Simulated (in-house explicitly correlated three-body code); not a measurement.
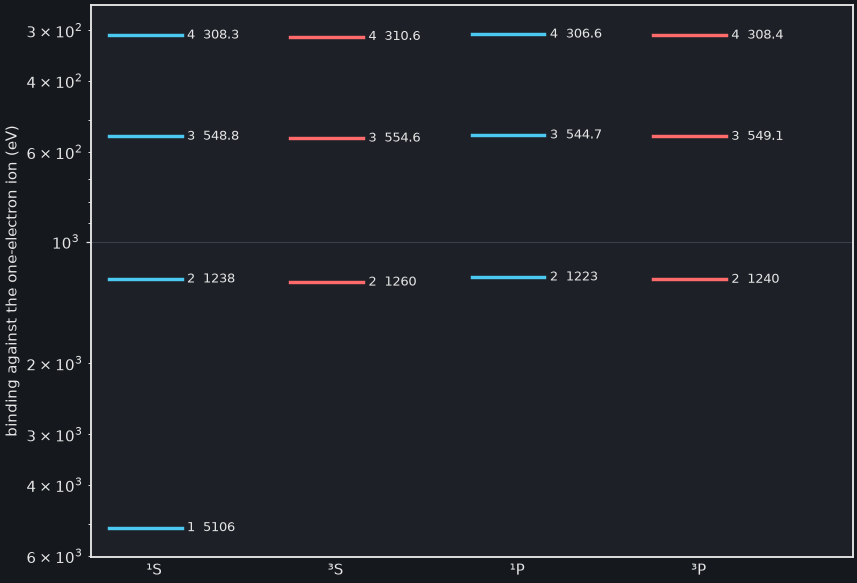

Two electrons around a point charge of unknown size. Computed variationally in 260 exponentially correlated functions with an in-house code, non-relativistic, converged to about 10⁻⁸ of the energy. The plot shows the bound S and P states that converged, by term and principal number n, on a logarithmic scale of binding.

Question: What is the nuclear charge?

Answer: Z = 20 (calcium). The outer electron of the excited states sees a charge of Z − 1, so they are bound by about 13.6 (Z − 1)²/n² eV. The ground state is bound by 5106 eV. The n = 2 states drawn run, from the deepest, 2 ³S (1260 eV), 2 ³P (1240 eV), 2 ¹S (1238 eV), 2 ¹P (1223 eV). Exchange puts 2 ³S below 2 ¹S by 22.1 eV and 2 ³P below 2 ¹P by 16.4 eV. Quantum defects n − (Z − 1)/√(2 E(binding)): 2 ³S 0.025, 2 ³P 0.010, 2 ¹S 0.008, 2 ¹P −0.004.
